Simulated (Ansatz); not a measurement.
# A hypothetical structure for ZnGaGeH, part 2 of 2

This structure for ZnGaGeH is made up. Its elements were placed in a known structure type with a cell scaled to their sizes. What cell does the guess relax to, and how far off was it?

Ansatz 0.2.0; DFT, PBE, plane-wave PAW, default files, scalar-relativistic, no spin, cell and ions relaxed at zero pressure (the session's first sound run).

So far: Set-up; Relaxation of the guess. The relaxed cell has a = 3.964, c = 5.202 Å (conventional setting).

## 3. Electronic structure of the relaxed cell

A second self-consistent run takes a narrower smearing and the mesh shown in its input; the bands follow along the standard path of the relaxed lattice.

This step: DFT, PBE, plane-wave PAW, default files, scalar-relativistic, no spin, bands and density of states at the relaxed cell (Ansatz 0.2.0).

input.yaml reads:

```yaml
crystal:
  lattice:
    - [3.9638537135, 0.0, 0.0]
    - [-1.9819268567, 3.4327980127, 0.0]
    - [0.0, 0.0, 5.2022475865]
  atoms:
    - { symbol: Ge, position: [0.6666666667, 0.3333333333, 0.3451811357] }
    - { symbol: Ga, position: [0.0, 0.0, 0.5686894027] }
    - { symbol: Zn, position: [0.3333333333, 0.6666666667, 1.10832464] }
    - { symbol: H, position: [0.0, 0.0, 0.8809048217] }
kpoints:
  mp_grid: { grid: [10, 10, 6] }
  band_path:
    path:
      - [[0.0, 0.0, 0.0], [0.5, 0.0, 0.0], [0.33333333, 0.33333333, 0.0], [0.0, 0.0, 0.0], [0.0, 0.0, 0.5], [0.5, 0.0, 0.5], [0.33333333, 0.33333333, 0.5], [0.0, 0.0, 0.5]]
      - [[0.5, 0.0, 0.5], [0.5, 0.0, 0.0]]
      - [[0.33333333, 0.33333333, 0.0], [0.33333333, 0.33333333, 0.5]]
    npoints: 8
scf:
  occupations: { method: fermi_dirac, width: 0.03 }
  n_extra_bands: 8
hamiltonian:
  xc: pbe
  pseudopotentials: { kind: paw }
output:
  forces: true
  stress: true
  write_bands: true
  dos: { projected: true }
  write_density: true
  write_potential: true
  elf: true
  volumetric_format: npy
```

The run is started by

```
> ansatz run input.yaml --threads 4 --pin off --max-ram 8192MiB --backend cpu --events-out ev --progress --plain --runs-dir out
```

Numbers of over 12 decimals in the logs are rounded to 6 here.

The log of the run:

```text
[...]
Crystal: 4 atoms, lattice volume = 70.788 Å³
Basis set: ecut = 420 eV, 1409 PW (Γ), exchange–correlation on 54×54×72 points (8 copies of the dense FFT grid, shifted against one another)
Bands: 28, of which v1, the nominal top of the filled ones, is band 20 counted from 1 (19 counted from 0)
Symmetry: 6 space group operations
[...]
k-points: 72 of 600 (time reversal used)
[...]
SCF iter   1: F=—  HF=-11411.673872 eV  |F-HF|=—  |Δ(HF+E_count)|=         —  Δρ=2.71e-3  dr2=5.86e-3  ethr=1.77e-3  ⟨swp⟩=6.0  Hψ=9348  notcnv=0
[...]
SCF iter   8: F=-11411.672440 eV  HF=-11411.672440 eV  |F-HF|=1.61e-8  |Δ(HF+E_count)|=   7.00e-8  Δρ=6.30e-6  dr2=3.41e-8  ethr=2.50e-10  ⟨swp⟩=11.9  Hψ=14170  notcnv=0
SCF 1 converged in 8 iterations: F = -11411.672440 eV  dr2 = 3.41e-8
[...]
NSCF: frozen V_eff on 75 k-points
SCF converged after 8 iterations
Free energy (F): -11411.672440 eV
[...]
Internal energy: -11411.665833 eV  (E = F + TS)
E sigma→0 (E₀):  -11411.669136 eV
Entropy (-TS):   -0.006607 eV (-1.652 meV/atom)
Fermi energy:    6.851351 eV
[...]
--- Forces (eV/Å), atoms counted from 1 ---
  atom   1  Ge    -0.00000000    -0.00000000    -0.02359072
  atom   2  Ga     0.00000000    -0.00000000     0.01458110
  atom   3  Zn    -0.00000000    -0.00000000    -0.00988935
  atom   4  H      0.00000000     0.00000000     0.01882360
  max |Σ_I F_I| component: 7.54e-5 eV/Å
--- Stress (GPa, compression-positive) ---
        0.058959      -0.000000       0.000000
       -0.000000       0.058959      -0.000000
        0.000000      -0.000000       0.323019
  P = ⅓ Tr σ = 0.1470 GPa (1.470 kbar)
--- Band table (eV; the first three rows and the last of 72) ---
  k-point 0: bands = [... 16 lower, 1.6367, 3.0303, 7.8844, 7.8844, 9.6699, 10.2586, 10.2586, 10.4507, ... 4 higher]
  k-point 1: bands = [... 16 lower, 0.8525, 4.0676, 7.8967, 7.8967, 9.6007, 10.3670, 10.3670, 10.4210, ... 4 higher]
  k-point 2: bands = [... 16 lower, 0.1300, 5.6082, 7.9219, 7.9219, 8.9978, 10.6266, 10.6266, 10.7462, ... 4 higher]
  k-point 71: bands = [... 16 lower, 0.9306, 2.3048, 2.8780, 5.0332, 5.9098, 11.2421, 13.2238, 13.3835, ... 4 higher]
```

It took 7 s on 4 threads of Arm Neoverse V1, shared host; peak memory 0.47 GiB; 27 s of CPU time.

The column dr2 measures how far the density is from self-consistency, as an energy; F and HF (Harris–Foulkes) agree once it is small.

Numbers from this step:

```
free energy             : -11411.6724 eV
energy at zero smearing : -11411.6691 eV
smearing term TS        : 0.006607 eV
Fermi energy            : 6.851 eV
pressure                : 0.1470 GPa
```

From bands.tsv, the bands that come nearest the Fermi level along the path, at its corners, in eV from the Fermi level:

```
point  band 17  band 18  band 19  band 20  band 21  band 22  band 23  band 24
    Γ    -5.21    -3.82     1.03     1.03     2.82     3.41     3.41     3.60
    M    -6.44    -3.22    -1.32    -1.15    -0.97     1.49     3.09     5.47
    K    -6.48    -4.79    -2.36    -0.58     0.93     1.24     2.52     3.27
    Γ    -5.21    -3.82     1.03     1.03     2.82     3.41     3.41     3.60
    A    -6.86    -0.27     1.08     1.08     1.48     3.94     3.94     4.33
    L    -6.28    -5.10    -2.59    -0.82     0.55     2.12     3.47     6.03
    H    -5.94    -4.38    -4.30    -1.71    -1.21     4.52     6.70     6.93
    A    -6.86    -0.27     1.08     1.08     1.48     3.94     3.94     4.33
    L    -6.28    -5.10    -2.59    -0.82     0.55     2.12     3.47     6.03
    M    -6.44    -3.22    -1.32    -1.15    -0.97     1.49     3.09     5.47
    K    -6.48    -4.79    -2.36    -0.58     0.93     1.24     2.52     3.27
    H    -5.94    -4.38    -4.30    -1.71    -1.21     4.52     6.70     6.93
```

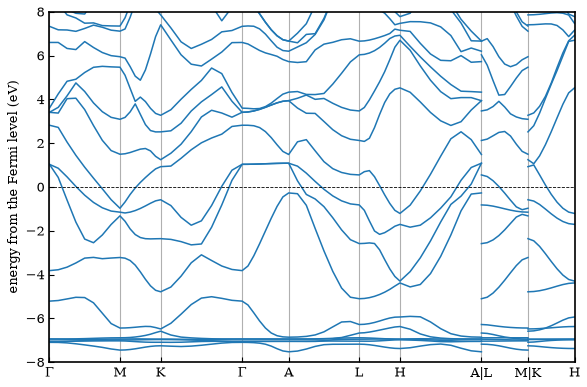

Bands along the path. 11 bands lie wholly below the window drawn.

States per cell as run, both spins, in windows of 1 eV, from dos.tsv (zero at the Fermi level):

```csv
from,to,total
-8,-7,4.68
-7,-6,6.44
-6,-5,0.88
-5,-4,0.79
-4,-3,1.04
-3,-2,1.20
-2,-1,1.86
-1,0,1.05
0,1,1.26
1,2,0.79
2,3,1.41
3,4,1.68
4,5,1.97
5,6,1.49
```

Below -8 eV lie 22.0 more states.

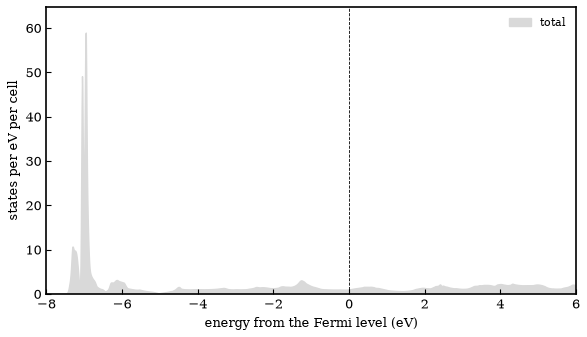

Total density of states, smoothed over about 0.04 eV.

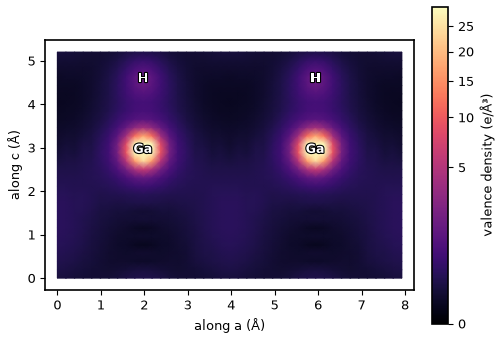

Valence density in the ac plane at fractional y = 0.000, with atoms of Ga and H within 0.2 Å of it. It is the smooth field of the valence electrons, not physical close to the nuclei. The map starts off the cell's origin, so that atoms lie inside it. The colour scale is stretched toward low values.

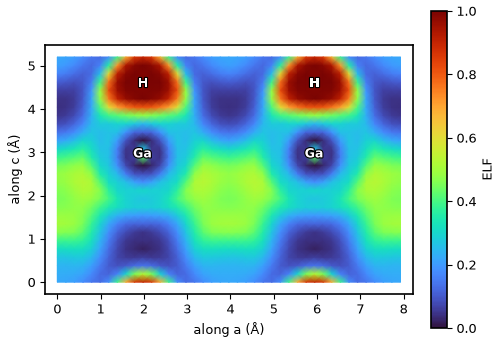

ELF in the ac plane at fractional y = 0.000, with atoms of Ga and H within 0.2 Å of it. It is the smooth field of the valence electrons, not physical close to the nuclei. The map starts off the cell's origin, so that atoms lie inside it.

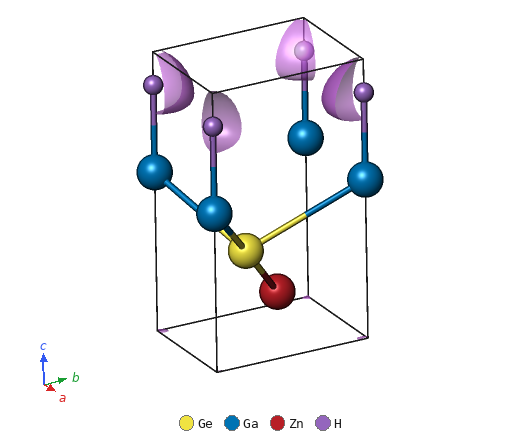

Surface of ELF = 0.85.

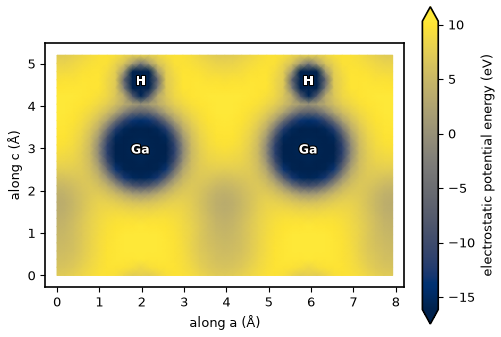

Electrostatic potential energy in the ac plane at fractional y = 0.000, with atoms of Ga and H within 0.2 Å of it. With pseudopotentials it is smooth inside the atoms' cores, unlike the true potential. The map starts off the cell's origin, so that atoms lie inside it.

## 4. Outcome

```yaml
space_group_relaxed: P3m1
conventional_cell: a = 3.964, b = 3.964, c = 5.202 Å; α = 90.0°, β = 90.0°, γ = 120.0°
volume_per_atom: 17.70 Å³ (guess 12.71)
```

**Reading.** ZnGaGeH relaxes to P3m1 with a = 3.964, b = 3.964 and c = 5.202 Å. The guessed volume was 28 % too small. The space group P3m1 was held in the relaxation, so the end point is a stationary structure within it and may be a saddle against distortions or other arrangements. Bands cross the Fermi level, so it is a metal or semimetal at this level. On the 10×10×6 mesh with the narrower smearing (relaxed on 8×8×6) the largest force component is 0.024 eV/Å and the largest stress component is 0.323 GPa, against the relaxation's thresholds of 0.015 eV/Å and 0.05 GPa. The cutoff wasn't tested. A vector of the cell changed its length by 21 %, so the starting arrangement is largely lost and the mesh was laid for another shape. No dispersion term is used, so weakly bound directions may come out too long. Nothing here tests whether the compound is stable against decomposition.

[Logs are printed without paths, hosts, clocks, repeated set-up lines and the standing remarks that a program may print on its own settings, such as how far it seeks lower states.]

[Hosts, paths, dates, database ids (printed as entryN), source tags and the programs' standing remarks are cut or masked in the printed files.]
